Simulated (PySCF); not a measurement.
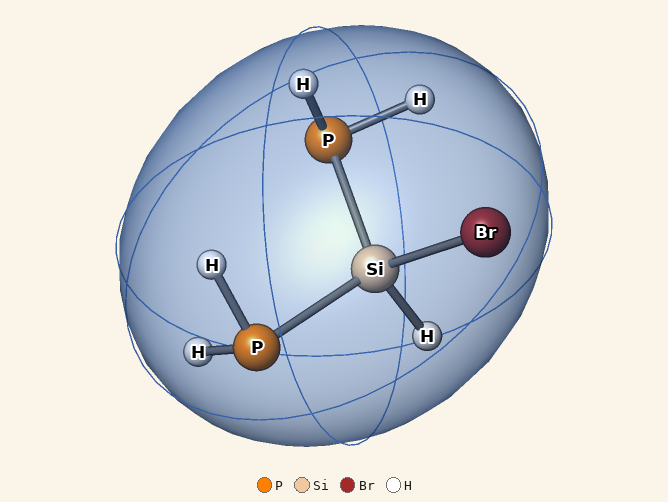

The ellipsoid shows the static dipole polarisability: its half-axes are proportional to the principal values. The computed structure is the end point of a GFN2-xTB optimisation. No frequency run is at hand to confirm it as a minimum. Level of theory: PBE0/def2-SVPD (PySCF 2.14.0).

> Give the principal values, the mean and the anisotropy.

Principal values 83.6, 111.4, 119.2 bohr³; mean 104.7 bohr³ (15.52 Å³); anisotropy 32.4 bohr³, so the longest axis is 1.43 times the shortest.

The geometry is semi-empirical. Around Br, P, Si such bond lengths and angles can be off by a tenth of an ångström or more and by several degrees, and values that hang on the shape move with them.
